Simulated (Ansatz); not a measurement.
Run report: Mg8HO8 (charge +1), geometry relaxation (part 3 of 3)

Continued. System: Mg8HO8 (defect cell, 17 atoms in the cell, total charge +1). Method: DFT PBE, scalar-relativistic, plane waves, PAW, no spin polarisation (Ansatz 0.2.0); cutoff 420 eV, 2×2×2 k-mesh, Gaussian smearing of 0.05 eV. The structure derives from an entry of the Crystallography Open Database. It belongs to a series of runs on one base structure; here: end point B relaxed.

Geometry of the input (Å; fractional positions):
```
0.0000  4.2110  4.2110
4.2110  0.0000  4.2110
4.2110  4.2110  0.0000
Mg 0.0000  0.0000  0.0000
O  0.2500  0.2500  0.2500
Mg 0.0000  -0.0000  0.5000
O  0.2500  0.2500  0.7500
Mg 0.0000  0.5000  -0.0000
O  0.2500  0.7500  0.2500
Mg 0.0000  0.5000  0.5000
O  0.2500  0.7500  0.7500
Mg 0.5000  0.0000  -0.0000
O  0.7500  0.2500  0.2500
Mg 0.5000  0.0000  0.5000
O  0.7500  0.2500  0.7500
Mg 0.5000  0.5000  -0.0000
O  0.7500  0.7500  0.2500
Mg 0.5000  0.5000  0.5000
O  0.7500  0.7500  0.7500
H  0.8750  -0.1368  0.8743
```

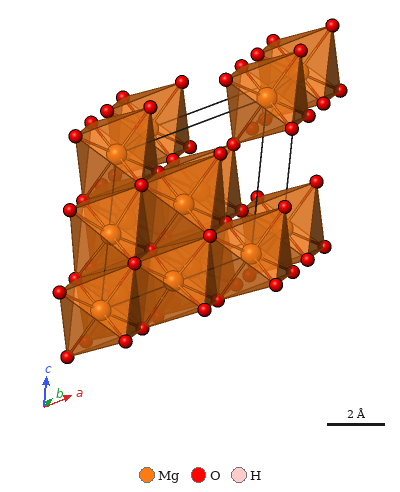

Figure 1. The geometry at step 6 of the log (polyhedral view of the cell of the calculation, seen slightly off an axis; polyhedra are completed across the faces of the cell).

### Trajectory as extended XYZ (Å, eV, eV/Å), 10 frames, from step=1 to step=10
```
17
Lattice="0.0000 4.2110 4.2110 4.2110 0.0000 4.2110 4.2110 4.2110 0.0000" Properties=species:S:1:pos:R:3:forces:R:3 step=1 energy=-19975.38170
Mg    0.0000    0.0000    0.0000    1.2754   1.1793   1.2698
O     2.1055    2.1055    2.1055   -0.0028  -0.0051  -0.0029
Mg    2.1055    2.1055    0.0000   -1.3300  -1.4349   1.5530
O     4.2110    4.2110    2.1055    0.0057   0.0033  -0.0010
Mg    2.1055    0.0000    2.1055   -1.5982   1.7332  -1.6048
O     4.2110    2.1055    4.2110    0.0040  -0.0015   0.0039
Mg    4.2110    2.1055    2.1055   -0.7895   0.7017   0.6330
O     6.3165    4.2110    4.2110    0.5098  -0.5445  -0.5739
Mg    0.0000    2.1055    2.1055    1.5435  -1.4199  -1.3216
O     2.1055    4.2110    4.2110   -0.0010   0.0034   0.0057
Mg    2.1055    4.2110    2.1055    0.7096  -0.7982   0.7138
O     4.2110    6.3165    4.2110   -0.4460   0.4186  -0.4446
Mg    2.1055    2.1055    4.2110    0.6334   0.7064  -0.7900
O     4.2110    4.2110    6.3165   -0.5678  -0.5370   0.5045
Mg    4.2110    4.2110    4.2110   -0.6973  -0.6250  -0.6930
O     6.3165    6.3165    6.3165    0.6564   0.6960   0.6586
H     3.1058    7.3665    3.1086    0.0949  -0.0759   0.0897
17
Lattice="0.0000 4.2110 4.2110 4.2110 0.0000 4.2110 4.2110 4.2110 0.0000" Properties=species:S:1:pos:R:3:forces:R:3 step=2 energy=-19976.01159
Mg    0.0375    0.0328    0.0372    0.2750   0.2560   0.2737
O     2.1170    2.1194    2.1171   -0.1714  -0.1810  -0.1721
Mg    2.0683    2.0634    0.0475   -0.3319  -0.3545   0.3922
O     4.1996    4.2020    2.1122    0.1649   0.1575  -0.1461
Mg    2.0598    0.0516    2.0595   -0.4347   0.4790  -0.4365
O     4.2037    2.1103    4.2039    0.1436  -0.1338   0.1432
Mg    4.2010    2.1159    2.1163   -0.2812   0.2379   0.2094
O     6.3370    4.1870    4.1839    0.2482  -0.2530  -0.2559
Mg    0.0473    2.0639    2.0685    0.3876  -0.3486  -0.3277
O     2.1123    4.2017    4.1995   -0.1468   0.1588   0.1658
Mg    2.1141    4.2029    2.1141    0.2552  -0.3010   0.2573
O     4.1914    6.3329    4.1915   -0.1464   0.1471  -0.1465
Mg    2.1162    2.1158    4.2011    0.2103   0.2409  -0.2824
O     4.1842    4.1874    6.3368   -0.2488  -0.2461   0.2418
Mg    4.1989    4.1985    4.1989   -0.2189  -0.1908  -0.2172
O     6.3448    6.3483    6.3450    0.4000   0.4102   0.4006
H     3.1047    7.3647    3.1076   -0.1048  -0.0787  -0.0998
17
Lattice="0.0000 4.2110 4.2110 4.2110 0.0000 4.2110 4.2110 4.2110 0.0000" Properties=species:S:1:pos:R:3:forces:R:3 step=3 energy=-19976.10301
Mg    0.0471    0.0393    0.0466   -0.1090  -0.1006  -0.1094
O     2.1121    2.1160    2.1123   -0.0315  -0.0346  -0.0318
Mg    2.0569    2.0488    0.0667    0.0574   0.0634  -0.0332
O     4.2048    4.2088    2.1047    0.0173   0.0163  -0.0103
Mg    2.0405    0.0757    2.0400    0.0314   0.0030   0.0308
O     4.2114    2.1019    4.2116   -0.0001   0.0039  -0.0001
Mg    4.1942    2.1247    2.1266   -0.0320  -0.0248  -0.0478
O     6.3509    4.1712    4.1660    0.0457  -0.0264  -0.0025
Mg    0.0662    2.0498    2.0574   -0.0356   0.0660   0.0594
O     2.1049    4.2084    4.2046   -0.0111   0.0174   0.0183
Mg    2.1230    4.1958    2.1229   -0.0026  -0.0572  -0.0004
O     4.1832    6.3396    4.1835    0.0893  -0.0610   0.0876
Mg    2.1265    2.1245    4.1942   -0.0466  -0.0213  -0.0336
O     4.1668    4.1722    6.3502    0.0068  -0.0188   0.0376
Mg    4.1913    4.1893    4.1912    0.0505   0.0727   0.0524
O     6.3687    6.3748    6.3691    0.2581   0.2459   0.2577
H     3.0894    7.3578    3.0930   -0.2878  -0.1439  -0.2745
17
Lattice="0.0000 4.2110 4.2110 4.2110 0.0000 4.2110 4.2110 4.2110 0.0000" Properties=species:S:1:pos:R:3:forces:R:3 step=4 energy=-19976.17848
Mg    0.0433    0.0328    0.0425   -0.2464  -0.2374  -0.2480
O     2.1141    2.1188    2.1144    0.0115   0.0109   0.0111
Mg    2.0579    2.0468    0.0776    0.1670   0.1677   0.0013
O     4.2075    4.2125    2.1018   -0.0357  -0.0300   0.0393
Mg    2.0343    0.0909    2.0335    0.1415   0.0444   0.1387
O     4.2158    2.0982    4.2161   -0.0481   0.0500  -0.0476
Mg    4.1975    2.1277    2.1317   -0.0950  -0.1007  -0.1306
O     6.3552    4.1661    4.1607   -0.0847   0.1229   0.1591
Mg    0.0767    2.0484    2.0587   -0.0026   0.1729   0.1695
O     2.1021    4.2119    4.2072    0.0386  -0.0289  -0.0343
Mg    2.1276    4.1973    2.1273   -0.0783  -0.1250  -0.0737
O     4.1887    6.3350    4.1889    0.2414  -0.1805   0.2383
Mg    2.1318    2.1274    4.1974   -0.1291  -0.0947  -0.0973
O     4.1623    4.1679    6.3539    0.1729   0.1333  -0.0953
Mg    4.1927    4.1884    4.1924    0.1431   0.1700   0.1468
O     6.3925    6.4001    6.3929    0.3996   0.4070   0.4006
H     3.0376    7.3283    3.0436   -0.5956  -0.4818  -0.5777
17
Lattice="0.0000 4.2110 4.2110 4.2110 0.0000 4.2110 4.2110 4.2110 0.0000" Properties=species:S:1:pos:R:3:forces:R:3 step=5 energy=-19976.60413
Mg    0.0278    0.0163    0.0267   -0.3423  -0.2785  -0.3399
O     2.1155    2.1203    2.1157    0.1064   0.1230   0.1070
Mg    2.0620    2.0486    0.0988    0.2201   0.2791   0.1147
O     4.2125    4.2183    2.0970   -0.1136  -0.0821   0.0999
Mg    2.0303    0.1185    2.0290    0.2655   0.1601   0.2663
O     4.2184    2.0962    4.2187   -0.0812   0.0807  -0.0790
Mg    4.1979    2.1314    2.1342   -0.1833  -0.2136  -0.1588
O     6.3559    4.1655    4.1633   -0.2649   0.4105   0.4559
Mg    0.0974    2.0512    2.0633    0.1088   0.2805   0.2224
O     2.0973    4.2177    4.2123    0.1013  -0.0839  -0.1132
Mg    2.1357    4.1928    2.1354   -0.2117  -0.2083  -0.2123
O     4.2063    6.3211    4.2063    0.4033  -0.2153   0.3972
Mg    2.1346    2.1315    4.1975   -0.1580  -0.2134  -0.1865
O     4.1667    4.1689    6.3532    0.4657   0.4135  -0.2679
Mg    4.1982    4.1948    4.1979    0.2920   0.2166   0.2891
O     6.4484    6.4564    6.4490    0.7310   0.8600   0.7412
H     2.9328    7.2489    2.9422   -1.3392  -1.5287  -1.3360
17
Lattice="0.0000 4.2110 4.2110 4.2110 0.0000 4.2110 4.2110 4.2110 0.0000" Properties=species:S:1:pos:R:3:forces:R:3 step=6 energy=-19977.17978
Mg    0.0001   -0.0012   -0.0001   -0.0015   0.0042  -0.0023
O     2.1298    2.1344    2.1301    0.0134   0.0174   0.0134
Mg    2.0746    2.0697    0.1168   -0.0334  -0.0118   0.3283
O     4.2183    4.2251    2.1029   -0.0121  -0.0112   0.0750
Mg    2.0544    0.1335    2.0538    0.0309   0.2951   0.0321
O     4.2218    2.1039    4.2223   -0.0046   0.0624  -0.0050
Mg    4.1941    2.1370    2.1389   -0.0945  -0.1002  -0.0818
O     6.3390    4.1942    4.1935   -0.1389   0.2424   0.2548
Mg    0.1153    2.0716    2.0759    0.3315  -0.0162  -0.0365
O     2.1030    4.2247    4.2184    0.0760  -0.0113  -0.0125
Mg    2.1390    4.1895    2.1387   -0.1097  -0.0833  -0.1098
O     4.2208    6.3239    4.2207    0.1577  -0.0750   0.1560
Mg    2.1391    2.1370    4.1936   -0.0824  -0.1009  -0.0937
O     4.1960    4.1966    6.3377    0.2492   0.2350  -0.1352
Mg    4.2190    4.2159    4.2186    0.1064   0.0788   0.1052
O     6.4357    6.4389    6.4360    0.7790   0.8761   0.7875
H     2.8376    7.1038    2.8427   -1.2666  -1.4011  -1.2753
17
Lattice="0.0000 4.2110 4.2110 4.2110 0.0000 4.2110 4.2110 4.2110 0.0000" Properties=species:S:1:pos:R:3:forces:R:3 step=7 energy=-19977.41321
Mg    0.0014    0.0037    0.0016    0.0348   0.0301   0.0340
O     2.1460    2.1500    2.1463   -0.0312  -0.0317  -0.0312
Mg    2.0862    2.0870    0.1422   -0.0397  -0.0413   0.2052
O     4.2316    4.2352    2.1162    0.0255   0.0244   0.0099
Mg    2.0794    0.1510    2.0794   -0.0181   0.1956  -0.0185
O     4.2320    2.1178    4.2322    0.0296   0.0074   0.0295
Mg    4.1974    2.1439    2.1427    0.0042  -0.0261  -0.0233
O     6.3372    4.2110    4.2093   -0.0660   0.0941   0.0930
Mg    0.1416    2.0874    2.0867    0.2060  -0.0425  -0.0413
O     2.1161    4.2352    4.2318    0.0101   0.0240   0.0250
Mg    2.1429    4.1974    2.1430   -0.0281   0.0130  -0.0279
O     4.2186    6.3356    4.2187    0.0580  -0.0521   0.0579
Mg    2.1427    2.1439    4.1974   -0.0233  -0.0259   0.0050
O     4.2098    4.2116    6.3371    0.0911   0.0920  -0.0657
Mg    4.2329    4.2332    4.2329   -0.0008  -0.0015  -0.0003
O     6.3866    6.3859    6.3864   -0.3051  -0.2891  -0.3031
H     2.7354    6.9685    2.7367    0.0528   0.0297   0.0517
17
Lattice="0.0000 4.2110 4.2110 4.2110 0.0000 4.2110 4.2110 4.2110 0.0000" Properties=species:S:1:pos:R:3:forces:R:3 step=8 energy=-19977.43450
Mg    0.0099    0.0126    0.0100    0.0152   0.0152   0.0152
O     2.1568    2.1599    2.1570    0.0126   0.0124   0.0126
Mg    2.0983    2.1009    0.1650   -0.0519  -0.0511  -0.0457
O     4.2437    4.2466    2.1226   -0.0101  -0.0106  -0.0007
Mg    2.0979    0.1685    2.0981   -0.0520  -0.0461  -0.0520
O     4.2437    2.1252    4.2439   -0.0104  -0.0007  -0.0105
Mg    4.2020    2.1488    2.1461    0.0688   0.0084   0.0083
O     6.3374    4.2139    4.2111   -0.0089   0.0234   0.0236
Mg    0.1649    2.1009    2.0985   -0.0458  -0.0511  -0.0519
O     2.1224    4.2466    4.2439   -0.0008  -0.0106  -0.0101
Mg    2.1460    4.2046    2.1461    0.0085   0.0697   0.0085
O     4.2115    6.3400    4.2116    0.0226  -0.0086   0.0226
Mg    2.1460    2.1488    4.2022    0.0083   0.0084   0.0689
O     4.2110    4.2139    6.3375    0.0236   0.0235  -0.0089
Mg    4.2357    4.2384    4.2359   -0.0192  -0.0189  -0.0191
O     6.3269    6.3295    6.3271    0.1336   0.1350   0.1334
H     2.6838    6.8996    2.6839   -0.0941  -0.0984  -0.0941
17
Lattice="0.0000 4.2110 4.2110 4.2110 0.0000 4.2110 4.2110 4.2110 0.0000" Properties=species:S:1:pos:R:3:forces:R:3 step=9 energy=-19977.43696
Mg    0.0072    0.0100    0.0073    0.0062   0.0060   0.0061
O     2.1555    2.1586    2.1557   -0.0017  -0.0018  -0.0017
Mg    2.0928    2.0955    0.1620   -0.0003   0.0002  -0.0022
O     4.2414    4.2441    2.1212    0.0006   0.0013  -0.0013
Mg    2.0926    0.1653    2.0927   -0.0001  -0.0032  -0.0001
O     4.2413    2.1238    4.2415    0.0009  -0.0013   0.0009
Mg    4.2040    2.1478    2.1450    0.0060  -0.0019  -0.0017
O     6.3358    4.2171    4.2143   -0.0016  -0.0031  -0.0031
Mg    0.1618    2.0955    2.0930   -0.0022   0.0002  -0.0003
O     2.1210    4.2441    4.2415   -0.0013   0.0013   0.0006
Mg    2.1449    4.2067    2.1450   -0.0013   0.0056  -0.0013
O     4.2145    6.3386    4.2146   -0.0036  -0.0015  -0.0036
Mg    2.1449    2.1478    4.2041   -0.0016  -0.0019   0.0060
O     4.2142    4.2171    6.3360   -0.0031  -0.0032  -0.0016
Mg    4.2342    4.2369    4.2343    0.0008   0.0009   0.0008
O     6.3385    6.3410    6.3387   -0.0133  -0.0109  -0.0132
H     2.6934    6.9086    2.6936    0.0157   0.0133   0.0155
17
Lattice="0.0000 4.2110 4.2110 4.2110 0.0000 4.2110 4.2110 4.2110 0.0000" Properties=species:S:1:pos:R:3:forces:R:3 step=10 energy=-19977.43696
Mg    0.0072    0.0100    0.0073    0.0062   0.0060   0.0061
O     2.1555    2.1586    2.1557   -0.0017  -0.0018  -0.0017
Mg    2.0928    2.0955    0.1620   -0.0003   0.0002  -0.0022
O     4.2414    4.2441    2.1212    0.0006   0.0013  -0.0013
Mg    2.0926    0.1653    2.0927   -0.0001  -0.0032  -0.0001
O     4.2413    2.1238    4.2415    0.0009  -0.0013   0.0009
Mg    4.2040    2.1478    2.1450    0.0060  -0.0019  -0.0017
O     6.3358    4.2171    4.2143   -0.0016  -0.0031  -0.0031
Mg    0.1618    2.0955    2.0930   -0.0022   0.0002  -0.0003
O     2.1210    4.2441    4.2415   -0.0013   0.0013   0.0006
Mg    2.1449    4.2067    2.1450   -0.0013   0.0056  -0.0013
O     4.2145    6.3386    4.2146   -0.0036  -0.0015  -0.0036
Mg    2.1449    2.1478    4.2041   -0.0016  -0.0019   0.0060
O     4.2142    4.2171    6.3360   -0.0031  -0.0032  -0.0016
Mg    4.2342    4.2369    4.2343    0.0008   0.0009   0.0008
O     6.3385    6.3410    6.3387   -0.0133  -0.0108  -0.0132
H     2.6934    6.9086    2.6936    0.0157   0.0133   0.0155
```

### Key numbers

| quantity | value |
| --- | --- |
| outcome | converged |
| electrons treated | 128 |
| free energy | −19977.4370 eV |
| Fermi energy | 10.427 eV |
| final volume | 149.34 Å³ |
| largest force (length of the vector) at the end | 0.026 eV/Å |
| wall time | 37 s |
| peak memory | 0.49 GiB |

### Remarks

The k-point mesh is coarse for a cell of this size, so the results may not be converged.
